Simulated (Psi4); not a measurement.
# BCl (SMILES [B]Cl): CCSD(T)/6-311+G(d,p) (sweep point 7)

What is the energy change on altering one bond length of BCl at CCSD(T)/6-311+G** (sweep point 7)? 

The calculation is run with Psi4 1.11.

## 1. The molecule

BCl: 2 atoms, total charge 0, spin state singlet. As SMILES, `[B]Cl`. The coordinates come from a GFN2-xTB relaxation.

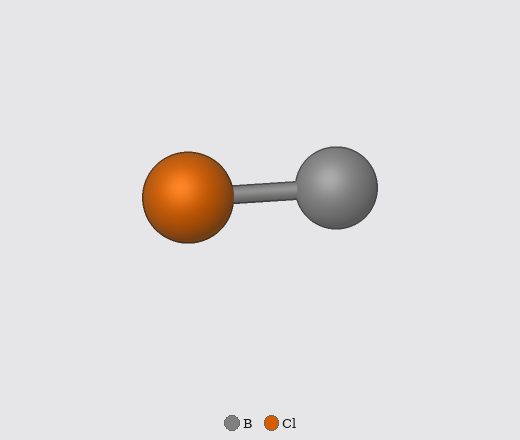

Viewed from a chosen angle; boron grey, chlorine orange.

## 2. The energy at CCSD(T)/6-311+G(d,p) (sweep point 7)

job.in

```
memory 1.6 GB

molecule geom {
  0 1
  B      0.000000     0.000000     0.000000
  Cl     0.000000     0.000000     1.578530
  symmetry c1
}

set {
  basis 6-311+G**
  puream true
  scf_type pk
  num_frozen_docc 6
}

result, w = energy('ccsd(t)', return_wfn=True)
```

The run is started by

```sh
$ psi4 -n 1 job.in job.out
```

job.out:

```text
[...]
  Running in c1 symmetry.
[...]
  Nuclear repulsion =   28.494905327709958
[...]
  Multiplicity = 1
[...]
  Nalpha       = 11
  Nbeta        = 11
[...]
    Number of basis functions: 52
[...]
   @RHF iter   1:  -484.12185485278775   -3.34323e-01   2.23697e-03 ADIIS/DIIS
[...]
   @RHF iter  10:  -484.13088256008746   -1.53477e-12   1.86953e-09 DIIS
[...]
    Orbital Energies [Eh]
    ---------------------
    Doubly Occupied:
       1A   -104.891552     2A    -10.625631     3A     -8.093415
       4A     -8.090514     5A     -8.090514     6A     -7.694333
       7A     -1.204707     8A     -0.697980     9A     -0.552032
      10A     -0.552032    11A     -0.364582
[...]
  @RHF Final Energy:  -484.13088256008746
   => Energetics <=
    Nuclear Repulsion Energy =             28.4949053277099580
    One-Electron Energy =                -723.5369934324967289
    Two-Electron Energy =                 210.9112055446992997
    Total Energy =                       -484.1308825600874570
[...]
 Multipole Moments:
 ------------------------------------------------------------------------------------
     Multipole            Electronic (a.u.)      Nuclear  (a.u.)        Total (a.u.)
 ------------------------------------------------------------------------------------
 L = 1.  Multiply by 2.5417464519 to convert [e a0] to [Debye]
 Dipole X            :          0.0000000            0.0000000            0.0000000
 Dipole Y            :         -0.0000000            0.0000000           -0.0000000
 Dipole Z            :          0.1097140            0.7989079            0.9086220
 Magnitude           :                                                    0.9086220
[...]
      * MP2 total energy                      = -484.336193925230361
[...]
      * CCSD total energy                     = -484.362653510206712
[...]
      * CCSD(T) total energy                  = -484.370620788063604
[...]
```

Wall time 3.6 s (1 thread of AMD EPYC 9R45 (Zen 5), shared host); peak memory 0.23 GiB.

## 3. The distorted shape

bcl.in

```
memory 1.6 GB

molecule system {
  B      0.000000     0.000000    -0.315670
  Cl     0.000000     0.000000     1.578530
  units angstrom
  symmetry c1
}

set globals {
  basis           6-311+G**
  puream          true
  scf_type        pk
  num_frozen_docc 6
}

e_tot, wfn = energy('ccsd(t)', return_wfn=True)
```

The run is started by

```sh
$ psi4 bcl.in bcl.out -n 1
```

bcl.out:

```text
[...]
  Running in c1 symmetry.
[...]
  Nuclear repulsion =   23.746205736960192
[...]
  Multiplicity = 1
[...]
  Nalpha       = 11
  Nbeta        = 11
[...]
    Number of basis functions: 52
[...]
   @RHF iter   1:  -484.11819493316568   -6.55343e-01   3.14038e-03 DIIS/ADIIS
[...]
   @RHF iter  10:  -484.13383810902087   -2.04636e-12   4.91452e-09 DIIS
[...]
    Orbital Energies [Eh]
    ---------------------
    Doubly Occupied:
       1A   -104.858888     2A    -10.584851     3A     -8.052125
       4A     -8.050474     5A     -8.050474     6A     -7.758957
       7A     -1.115913     8A     -0.640378     9A     -0.494003
      10A     -0.494003    11A     -0.402781
[...]
  @RHF Final Energy:  -484.13383810902087
   => Energetics <=
    Nuclear Repulsion Energy =             23.7462057369601922
    One-Electron Energy =                -714.7543905030229325
    Two-Electron Energy =                 206.8743466570418548
    Total Energy =                       -484.1338381090208713
[...]
 Multipole Moments:
 ------------------------------------------------------------------------------------
     Multipole            Electronic (a.u.)      Nuclear  (a.u.)        Total (a.u.)
 ------------------------------------------------------------------------------------
 L = 1.  Multiply by 2.5417464519 to convert [e a0] to [Debye]
 Dipole X            :          0.0000000            0.0000000            0.0000000
 Dipole Y            :          0.0000000            0.0000000            0.0000000
 Dipole Z            :         -1.0128062            0.9586713           -0.0541349
 Magnitude           :                                                    0.0541349
[...]
      * MP2 total energy                      = -484.334838085615047
[...]
      * CCSD total energy                     = -484.364526447791832
[...]
      * CCSD(T) total energy                  = -484.373045557359262
[...]
```

Run time: 3.6 s. Hardware: 1 thread of AMD EPYC 9R45 (Zen 5), shared host; peak memory 0.23 GiB.

## 4. What came out

Level: CCSD(T)/6-311+G** (sweep point 7), 6 core orbitals frozen.

| quantity | value |
| --- | --- |
| first shape: total energy | -484.37062 Eh |
| first shape: HOMO energy (Hartree–Fock orbitals) | -9.92 eV |
| first shape: LUMO energy (Hartree–Fock orbitals) | 1.43 eV |
| first shape: HOMO–LUMO gap (Hartree–Fock orbitals) | 11.35 eV |
| first shape: correlation energy (6 core orbitals frozen) | -239.7 mEh |
| first shape: (T) correction | -7.97 mEh |
| first shape: T1 diagnostic | 0.016 |
| distorted shape: total energy | -484.37305 Eh |
| distorted shape: HOMO energy (Hartree–Fock orbitals) | -10.96 eV |
| distorted shape: LUMO energy (Hartree–Fock orbitals) | 0.89 eV |
| distorted shape: HOMO–LUMO gap (Hartree–Fock orbitals) | 11.85 eV |
| distorted shape: correlation energy (6 core orbitals frozen) | -239.2 mEh |
| distorted shape: (T) correction | -8.52 mEh |
| distorted shape: T1 diagnostic | 0.021 |
| energy change with the B1–Cl2 bond stretched from 1.579 to 1.894 Å | -0.066 eV |

In words: With the B1–Cl2 bond stretched from 1.579 to 1.894 Å the energy falls by 0.07 eV (1.5 kcal/mol). The first shape isn't relaxed at this level, so the change isn't measured from a minimum. The triples (first shape) make up 3.3 % of the correlation energy. The T1 diagnostic (distorted shape) of 0.021 is above the customary mark for such species, so a single reference may not serve. The triples (distorted shape) make up 3.6 % of the correlation energy.
